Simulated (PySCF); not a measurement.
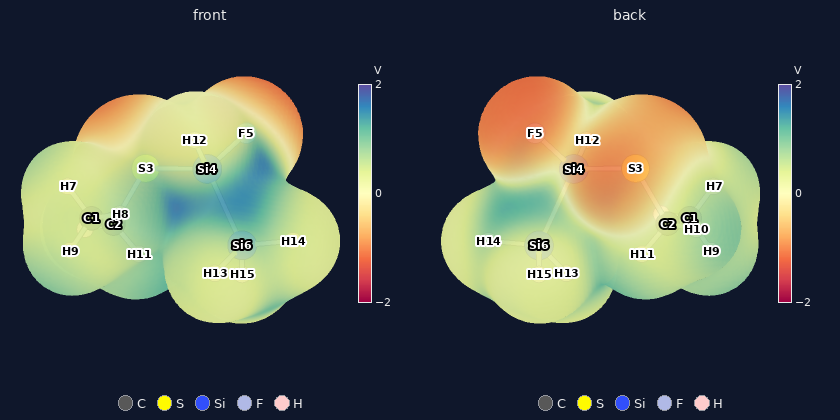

Figure. C$_{2}$H$_{9}$FSSi$_{2}$. The molecular electrostatic potential painted on the density surface at 0.002 e/bohr³, seen from the front and from behind; the colour scale runs from red (negative) to blue (positive).

Geometry: GFN2-xTB.

Computed with PBE0/pcSseg-1, SCF density, gas phase, non-relativistic in PySCF 2.14.0.

Input file:

```
{"job": {"kind": "nmr", "xc": "PBE0", "basis": "pcSseg-1"}, "charge": 0, "multiplicity": 1}
C     -1.974465    -0.302340     0.448988
C     -1.351205    -0.534509    -0.913035
S     -0.687968     1.001145    -1.655805
Si     0.978001     1.383692    -0.350555
F      1.896685     2.399355    -1.202992
Si     2.207975    -0.503259     0.159790
H     -2.738898     0.468323     0.384627
H     -1.224531     0.013226     1.172247
H     -2.435669    -1.221932     0.804647
H     -2.098880    -0.885070    -1.623830
H     -0.541103    -1.263393    -0.860365
H      0.514995     2.258156     0.722269
H      1.570776    -1.233631     1.262039
H      3.557452    -0.133131     0.582962
H      2.322420    -1.438643    -0.964209
```

Run with:

```sh
OMP_NUM_THREADS=1 python probes_run.py task.json out
```

**Describe the electrostatic potential map.**

The most negative region (about −1.2 V) lies over F5, the most positive (about +1.6 V) over Si4 and Si6.

**What dipole moment does the calculation give?**

Its dipole moment is 3.24 D.
